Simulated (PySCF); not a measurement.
# Geometry relaxation, with input and output: C4H7FGe

System: C4H7FGe.
Method: PBE0-D3(BJ)/def2-SVP geometry optimisation, gas phase (PySCF 2.14.0).

It belongs to a series of runs on one base structure; here: H on C replaced by F.

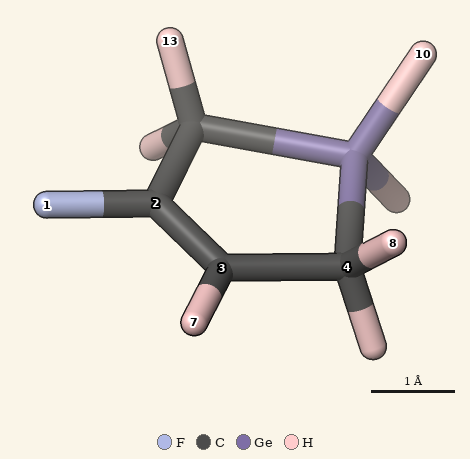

*The starting structure (stick view, seen at an oblique angle; atoms are numbered from 1 in the order of the input). Sticks mark near contacts.*

Bond lengths as drawn: C–C 1.31 to 1.54 Å, C–F 1.35 Å, C–Ge 1.98 to 2.00 Å, C–H 1.05 to 1.10 Å and Ge–H 1.49 to 1.52 Å.

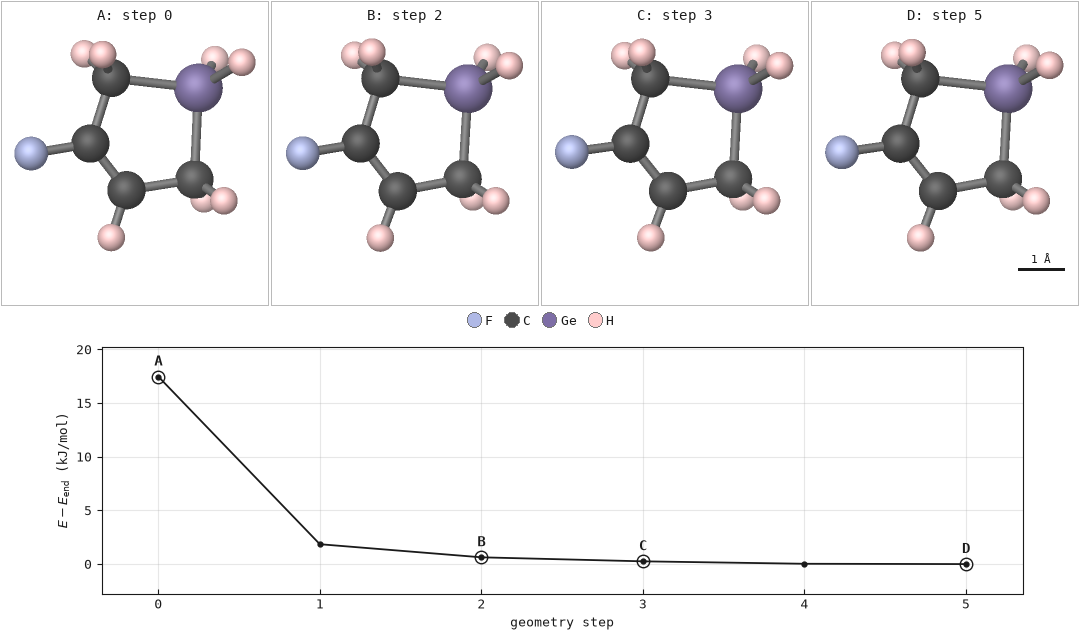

*Frames of the relaxation (ball-and-stick view, seen at a tilt) above the curves, on which the letters mark them (steps are counted from 0).*

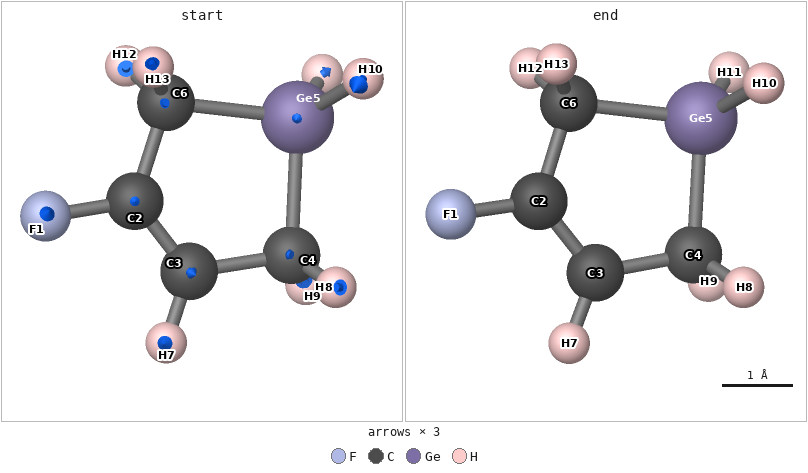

*Before (left) and after (right) the relaxation, at one scale (ball-and-stick view, seen at a tilt). The blue arrows give the displacements, magnified 3 times.*

Over 5 geometry steps the energy falls by 17.5 kJ/mol. Largest force component: 2.9 eV/Å at the start, 0.011 eV/Å at the end. H10 moves most after the best rigid fit: 0.15 Å. By element the largest moves are H 0.15 Å, F 0.08 Å, C 0.05 Å, Ge 0.04 Å. Among the contacts that change: Ge5–H11 1.485 → 1.539 Å, C4–H9 1.054 → 1.103 Å, C3–C4 1.542 → 1.501 Å, C2–C3 1.307 → 1.339 Å. Among the angles that change: C4–C3–H7 116.9° → 121.3°, C2–C3–H7 123.1° → 119.4°, C3–C4–H9 109.6° → 112.0°. (Atoms are counted from 1 in the order of the input.)

The input and output of the run follow.

**Input file**
```
{"job": {"xc": "PBE0", "basis": "def2-SVP", "d3": "d3bj", "grid": 1, "shake": 0.01, "kind": "geom"}, "charge": 0, "multiplicity": 1}
F     -2.128930    -1.570650     0.470630
C     -1.042690    -0.809110     0.239130
C      0.148250    -1.330600     0.370210
C      1.400240    -0.467010     0.114810
Ge     0.569000     1.276610    -0.388080
C     -1.283090     0.617300    -0.165020
H      0.314550    -2.359750     0.673220
H      2.011370    -0.413060     1.003520
H      1.976300    -0.898050    -0.655230
H      0.911410     2.412650     0.560860
H      0.878270     1.742720    -1.764060
H     -1.867940     0.644210    -1.070020
H     -1.880930     1.137840     0.599690
```

The first line tells a small driver script what to run in PySCF; the rest is the geometry in Å.

Run as:
```bash
OMP_NUM_THREADS=1 python <driver script> task.json out
```

**Output**
```
step   0  E = -2332.46974450  max force = 0.057299
step   1  E = -2332.47569366  max force = 0.008960
step   2  E = -2332.47615888  max force = 0.005472
step   3  E = -2332.47630122  max force = 0.002457
step   4  E = -2332.47638821  max force = 0.000517
step   5  E = -2332.47639902  max force = 0.000207
optimisation converged
```

**Trajectory as extended XYZ (Å, eV, eV/Å), 6 frames, from step=0 to step=5**
```
13
Properties=species:S:1:pos:R:3:forces:R:3 step=0 energy=-63469.73460
F    -2.1289   -1.5707    0.4706   -0.0060   0.4007  -0.1162
C    -1.0427   -0.8091    0.2391   -1.7743   0.4500  -0.0660
C     0.1482   -1.3306    0.3702    2.9464   0.1571   0.0366
C     1.4002   -0.4670    0.1148   -2.5397   0.3366   0.7010
Ge    0.5690    1.2766   -0.3881   -0.1307  -0.7127   0.8672
C    -1.2831    0.6173   -0.1650    0.3064  -0.4671   0.6964
H     0.3145   -2.3598    0.6732   -0.2581  -0.3228   0.0640
H     2.0114   -0.4131    1.0035    0.4500   0.1438   0.5967
H     1.9763   -0.8981   -0.6552    1.0727  -0.5953  -1.3542
H     0.9114    2.4127    0.5609    0.0458   0.2238   0.3055
H     0.8783    1.7427   -1.7641    0.1622   0.2071  -1.0035
H    -1.8679    0.6442   -1.0700   -0.3978   0.0909  -0.7952
H    -1.8809    1.1378    0.5997    0.1230   0.0879   0.0676
13
Properties=species:S:1:pos:R:3:forces:R:3 step=1 energy=-63469.89648
F    -1.9594   -0.9878    0.7337   -0.1011  -0.2254   0.0027
C    -0.8154   -0.4408    0.3305    0.3466   0.3150  -0.0414
C     0.3701   -1.0505    0.4834   -0.2702  -0.1352  -0.1502
C     1.6203   -0.3496    0.0474    0.4607  -0.1387  -0.1077
Ge    0.9617    1.4202   -0.5197   -0.0631   0.1836  -0.1666
C    -0.9333    0.9200   -0.2730   -0.1476   0.1389  -0.0746
H     0.4011   -2.0573    0.9094    0.0318  -0.0084   0.0689
H     2.3376   -0.2668    0.8863   -0.0441   0.0268  -0.1350
H     2.1687   -0.8694   -0.7749   -0.3031   0.1173   0.3148
H     1.3784    2.5584    0.4397   -0.0101  -0.0801  -0.0697
H     1.3071    1.8338   -1.9799   -0.0454  -0.1271   0.2738
H    -1.5056    0.8967   -1.2197    0.0962  -0.0429   0.0876
H    -1.4783    1.6029    0.4009    0.0493  -0.0239  -0.0026
13
Properties=species:S:1:pos:R:3:forces:R:3 step=2 energy=-63469.90914
F    -1.9359   -1.0273    0.7052   -0.2814   0.0750  -0.0353
C    -0.8077   -0.4259    0.3243    0.1277  -0.2237   0.0976
C     0.3661   -1.0516    0.4827    0.0832   0.1950  -0.1435
C     1.6193   -0.3493    0.0524    0.1831  -0.0221   0.0226
Ge    0.9576    1.4242   -0.5173    0.0173  -0.0130   0.0023
C    -0.9361    0.9376   -0.2692   -0.1098  -0.0302   0.0240
H     0.3923   -2.0569    0.9153   -0.0167   0.0315  -0.0042
H     2.3432   -0.2627    0.8803    0.0056   0.0135  -0.0211
H     2.1463   -0.8786   -0.7624   -0.0707   0.0290   0.0339
H     1.3878    2.5593    0.4288    0.0069   0.0000   0.0053
H     1.3021    1.8139   -1.9656    0.0033  -0.0293   0.0003
H    -1.5016    0.9087   -1.2157    0.0213  -0.0135   0.0030
H    -1.4803    1.6183    0.4055    0.0300  -0.0121   0.0151
13
Properties=species:S:1:pos:R:3:forces:R:3 step=3 energy=-63469.91301
F    -1.9632   -1.0195    0.6733    0.1094  -0.0112   0.0144
C    -0.8127   -0.4310    0.3261   -0.0103   0.0518  -0.0805
C     0.3689   -1.0429    0.4778   -0.0279  -0.1235   0.1190
C     1.6288   -0.3453    0.0562   -0.1052   0.0965   0.0779
Ge    0.9577    1.4221   -0.5135   -0.0365  -0.0272   0.0640
C    -0.9376    0.9350   -0.2608    0.0180   0.0152   0.0036
H     0.3984   -2.0476    0.9108   -0.0057  -0.0201  -0.0159
H     2.3568   -0.2562    0.8778   -0.0043  -0.0170   0.0466
H     2.1422   -0.8786   -0.7563    0.0425  -0.0411  -0.1145
H     1.3931    2.5586    0.4242    0.0135   0.0358   0.0314
H     1.2992    1.7963   -1.9585    0.0245   0.0226  -0.1263
H    -1.4984    0.9045   -1.2081   -0.0268   0.0137  -0.0374
H    -1.4801    1.6144    0.4152    0.0088   0.0046   0.0177
13
Properties=species:S:1:pos:R:3:forces:R:3 step=4 energy=-63469.91538
F    -1.9574   -1.0207    0.6779    0.0081  -0.0091  -0.0028
C    -0.8107   -0.4318    0.3234    0.0049   0.0051  -0.0180
C     0.3682   -1.0478    0.4801   -0.0126  -0.0001   0.0121
C     1.6254   -0.3447    0.0587    0.0103   0.0061   0.0266
Ge    0.9579    1.4238   -0.5140   -0.0009   0.0121   0.0055
C    -0.9365    0.9353   -0.2627   -0.0116   0.0008  -0.0095
H     0.3957   -2.0546    0.9084   -0.0008   0.0003  -0.0045
H     2.3510   -0.2583    0.8841   -0.0046  -0.0063   0.0024
H     2.1427   -0.8748   -0.7582   -0.0011   0.0009  -0.0163
H     1.3923    2.5620    0.4269    0.0004   0.0015  -0.0053
H     1.3017    1.7999   -1.9657    0.0014  -0.0124  -0.0023
H    -1.4994    0.9076   -1.2103   -0.0025   0.0064   0.0012
H    -1.4778    1.6139    0.4156    0.0090  -0.0053   0.0111
13
Properties=species:S:1:pos:R:3:forces:R:3 step=5 energy=-63469.91568
F    -1.9570   -1.0246    0.6707   -0.0035   0.0008  -0.0062
C    -0.8110   -0.4321    0.3202   -0.0017  -0.0076  -0.0058
C     0.3676   -1.0478    0.4795    0.0045   0.0067   0.0008
C     1.6256   -0.3438    0.0618    0.0048  -0.0004   0.0100
Ge    0.9582    1.4244   -0.5128    0.0019   0.0073   0.0067
C    -0.9369    0.9365   -0.2621   -0.0037  -0.0049  -0.0106
H     0.3940   -2.0558    0.9050   -0.0008  -0.0010  -0.0013
H     2.3501   -0.2593    0.8884   -0.0032  -0.0035  -0.0001
H     2.1429   -0.8726   -0.7564    0.0006   0.0043  -0.0026
H     1.3932    2.5639    0.4262   -0.0011   0.0035  -0.0064
H     1.3033    1.7961   -1.9656   -0.0009  -0.0104   0.0029
H    -1.5001    0.9115   -1.2097   -0.0028   0.0086   0.0042
H    -1.4768    1.6134    0.4189    0.0059  -0.0036   0.0085
```

**Key numbers**

| quantity | value |
| --- | --- |
| outcome | converged |
| total energy | −2332.476399 hartree |
| dipole moment | 1.34 D |
| point group | C1 |
| hardware | 1 CPU thread, shared host |
| wall time | 89 s |
| peak memory | 0.54 GiB |
